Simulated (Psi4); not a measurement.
# CH4BCl (SMILES CBCl): a first try and a second

Aim: the energy of CH4BCl at MP3/6-311G* (fitted SCF).

The results are computed with Psi4 1.11.

2 further runs of the same task are left out: 2 set aside as unsound or not needed.

### Step 1. Starting point

CH4BCl has 7 atoms, charge 0, and is taken as a singlet. SMILES: `CBCl`. The shape is that of a PBE0-D4/def2-TZVP optimisation.

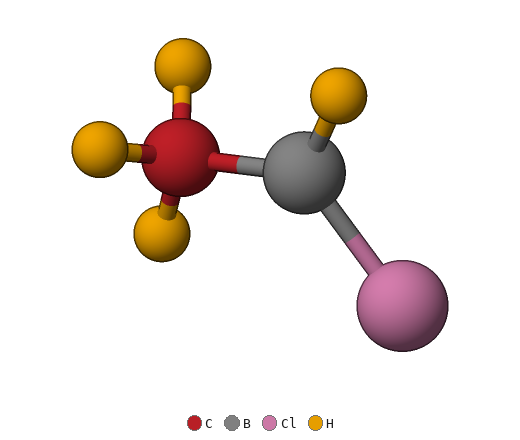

The structure, seen from a chosen angle (carbon red, boron grey, chlorine pink, hydrogen amber).

### Step 2. The input as first written

The input, job.py:

```python
import psi4

psi4.set_memory('1600 MB')
psi4.set_num_threads(1)
psi4.set_output_file('psi4.out', False)

m = psi4.geometry("""
C     -0.618500     0.323300    -0.126800
B      0.777600    -0.313900     0.078200
Cl     0.975400    -1.856900     0.880400
H     -1.454000    -0.274000     0.237800
H     -0.767500     0.541800    -1.191000
H     -0.637600     1.302900     0.367500
H      1.785800     0.208800    -0.291700
units bohr
""")

options = {'scf_type': 'df', 'freeze_core': True, 'mp_type': 'conv', 'maxiter': 60}
psi4.set_options(options)

result, w = psi4.energy('mp3/6-311G*', return_wfn=True)
print('E =', round(result, 9))
```

On the command line:

```bash
python job.py
```

psi4.out:

```text
[...]
  Running in c1 symmetry.
[...]
  Nuclear repulsion =  157.955791672102094
[...]
  Multiplicity = 1
[...]
  Nalpha       = 16
  Nbeta        = 16
[...]
    Number of basis functions: 74
[...]
   @DF-RHF iter   1:  -518.63123666411138    7.73762e+00   2.28288e-02 DIIS/ADIIS
[...]
   @DF-RHF iter  12:  -519.54568246790063   -6.25278e-12   8.16403e-09 DIIS
[...]
    Orbital Energies [Eh]
    ---------------------
    Doubly Occupied:
       1A   -104.773494     2A    -11.173251     3A    -10.595421
       4A     -8.096748     5A     -8.037171     6A     -8.035657
       7A     -7.766484     8A     -1.398911     9A     -1.199395
      10A     -1.056005    11A     -0.975389    12A     -0.736265
      13A     -0.667717    14A     -0.561774    15A     -0.451507
      16A     -0.291286
[...]
  @DF-RHF Final Energy:  -519.54568246790063
   => Energetics <=
    Nuclear Repulsion Energy =            157.9557916721020945
    One-Electron Energy =               -1023.3699975134657052
    Two-Electron Energy =                 345.8685233734629492
    Total Energy =                       -519.5456824679006331
[...]
 Multipole Moments:
 ------------------------------------------------------------------------------------
     Multipole            Electronic (a.u.)      Nuclear  (a.u.)        Total (a.u.)
 ------------------------------------------------------------------------------------
 L = 1.  Multiply by 2.5417464519 to convert [e a0] to [Debye]
 Dipole X            :          1.5995663           -1.9457490           -0.3461827
 Dipole Y            :         -2.1395103            2.9473479            0.8078376
 Dipole Z            :          0.9808642           -1.3705573           -0.3896931
 Magnitude           :                                                    0.9614077
[...]
	SCS-MP2 Total Energy (a.u.)        :  -519.92011855527301
	SOS-MP2 Total Energy (a.u.)        :  -519.91155965525570
[...]
	SOS-PI-MP2 Total Energy (a.u.)     :  -519.93970405428297
[...]
	MP2 Total Energy (a.u.)            :  -519.93723635530739
[...]
	SCS-MP3 Total Energy (a.u.)        :  -519.92397064631200
[...]
	MP3 Total Energy (a.u.)            :  -519.95264471946359
[...]
```

The script printed:

```text
E = -519.952644719
```

It took 5.4 s on 1 thread of AMD EPYC 7B13 (Zen 3), shared host; peak memory 0.38 GiB.

### Step 3. Diagnosis

The program ended normally, but the settings are unsound, so its numbers aren't properties of the molecule.

The fault: the coordinates are read in the wrong unit, so the molecule is scaled by the ratio of bohr to ångström. As the program read them, the closest atoms are 0.58 Å apart, against 1.09 Å in the sound input.

### Step 4. The mended input

The input, ch4bcl.xyz:

```xyz
7
CH4BCl
C     -0.618500     0.323300    -0.126800
B      0.777600    -0.313900     0.078200
Cl     0.975400    -1.856900     0.880400
H     -1.454000    -0.274000     0.237800
H     -0.767500     0.541800    -1.191000
H     -0.637600     1.302900     0.367500
H      1.785800     0.208800    -0.291700
```

The input, job.py:

```python
import psi4

psi4.set_memory('1600 MB')
psi4.set_num_threads(1)
psi4.core.set_output_file('output.dat', False)

with open('ch4bcl.xyz') as f:
    atoms = ''.join(f.readlines()[2:])
molecule = psi4.geometry('0 1\n' + atoms + '')

psi4.set_options({
    'scf_type': 'df',
    'freeze_core': True,
    'mp_type': 'conv',
})

e_tot, wfn = psi4.energy('mp3/6-311G*', return_wfn=True)
print(f'total energy {e_tot:.8f} hartree = {e_tot * 27.211386:.5f} eV')
```

On the command line:

```bash
python job.py
```

output.dat:

```text
[...]
  Running in c1 symmetry.
[...]
  Nuclear repulsion =   83.586605246214631
[...]
  Multiplicity = 1
[...]
  Nalpha       = 16
  Nbeta        = 16
[...]
    Number of basis functions: 74
[...]
   @DF-RHF iter   1:  -524.36331088605482   -5.23708e-01   4.83839e-03 DIIS/ADIIS
[...]
   @DF-RHF iter  11:  -524.44028936246411   -5.00222e-12   5.23383e-09 DIIS
[...]
    Orbital Energies [Eh]
    ---------------------
    Doubly Occupied:
       1A   -104.829331     2A    -11.213198     3A    -10.557889
       4A     -8.025739     5A     -8.023929     6A     -8.023382
       7A     -7.658828     8A     -1.112473     9A     -0.966633
      10A     -0.677627    11A     -0.597603    12A     -0.565981
      13A     -0.535407    14A     -0.507803    15A     -0.476700
      16A     -0.433853
[...]
  @DF-RHF Final Energy:  -524.44028936246411
   => Energetics <=
    Nuclear Repulsion Energy =             83.5866052462146314
    One-Electron Energy =                -887.6410370500015006
    Two-Electron Energy =                 279.6141424413227128
    Total Energy =                       -524.4402893624642275
[...]
 Multipole Moments:
 ------------------------------------------------------------------------------------
     Multipole            Electronic (a.u.)      Nuclear  (a.u.)        Total (a.u.)
 ------------------------------------------------------------------------------------
 L = 1.  Multiply by 2.5417464519 to convert [e a0] to [Debye]
 Dipole X            :          3.4213090           -3.6769327           -0.2556237
 Dipole Y            :         -4.9992046            5.5696804            0.5704758
 Dipole Z            :          2.3134771           -2.5899779           -0.2765008
 Magnitude           :                                                    0.6835487
[...]
	SCS-MP2 Total Energy (a.u.)        :  -524.79480895371228
	SOS-MP2 Total Energy (a.u.)        :  -524.79340654177565
[...]
	SOS-PI-MP2 Total Energy (a.u.)     :  -524.82056940172265
[...]
	MP2 Total Energy (a.u.)            :  -524.79761377758541
[...]
	SCS-MP3 Total Energy (a.u.)        :  -524.80284641671290
[...]
	MP3 Total Energy (a.u.)            :  -524.82976362958777
[...]
```

On the terminal:

```text
total energy -524.82976363 hartree = -14281.34528 eV
```

It took 6.6 s on 1 thread of AMD EPYC 7B13 (Zen 3), shared host; peak memory 0.38 GiB.

### Step 5. Summary of results

Level: MP3/6-311G* (fitted SCF).

| quantity | value |
| --- | --- |
| total energy | -524.82976 Eh |
| HOMO energy (Hartree–Fock orbitals) | -11.81 eV |
| LUMO energy (Hartree–Fock orbitals) | 2.58 eV |
| HOMO–LUMO gap (Hartree–Fock orbitals) | 14.39 eV |
| correlation energy (7 core orbitals frozen) | -389.5 mEh |

**Reading.** The first attempt's energy was +132.713 eV off this one.
